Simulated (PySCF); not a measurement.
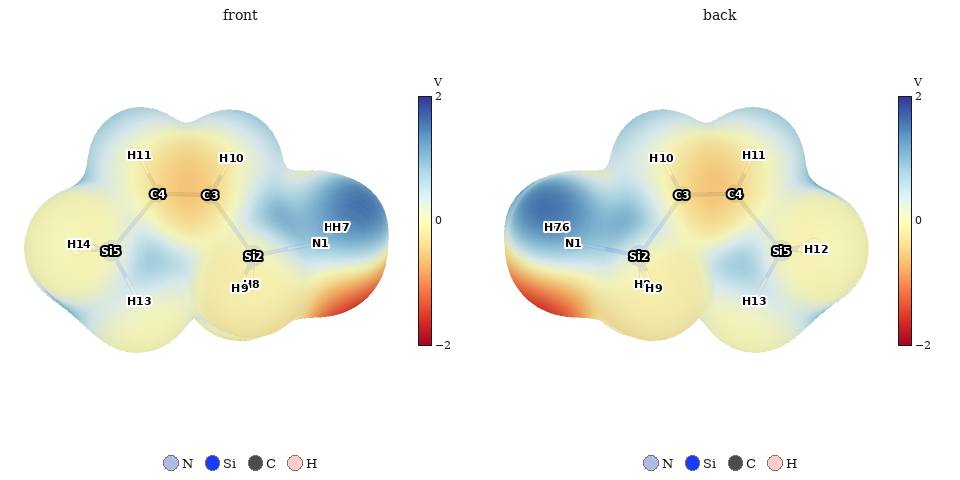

C2H9NSi2 (SMILES N[SiH2]/C=C\[SiH3]). The electrostatic potential painted on the density surface at 0.002 e/bohr³, seen from the front and from behind; red is negative and blue positive.

Geometry: GFN2-xTB.

Computed with PySCF, PBE0/pcSseg-1, SCF density, gas phase, non-relativistic.

| atom | x (Å) | y (Å) | z (Å) |
| --- | --- | --- | --- |
| N | 2.8333 | -0.6770 | 0.1331 |
| Si | 1.1085 | -0.7321 | 0.1729 |
| C | 0.2712 | 0.9397 | -0.1184 |
| C | -1.0356 | 1.1805 | -0.2063 |
| Si | -2.4448 | -0.0536 | -0.0646 |
| H | 3.2965 | -0.4841 | -0.7398 |
| H | 3.3305 | -0.2287 | 0.8851 |
| H | 0.7902 | -1.2187 | 1.5172 |
| H | 0.7492 | -1.6644 | -0.8979 |
| H | 0.9462 | 1.7888 | -0.2229 |
| H | -1.3562 | 2.2062 | -0.3811 |
| H | -3.1643 | -0.0835 | -1.3440 |
| H | -1.9628 | -1.3935 | 0.2649 |
| H | -3.3626 | 0.4198 | 0.9794 |

Describe the electrostatic potential map.

Answer. The most negative region (about −1.5 V) lies over N1, the most positive (about +1.6 V) over H6 and H7. N1 is the likeliest acceptor of a hydrogen bond.

How polar is the molecule by this calculation?

Answer. Its dipole moment is 1.71 D.
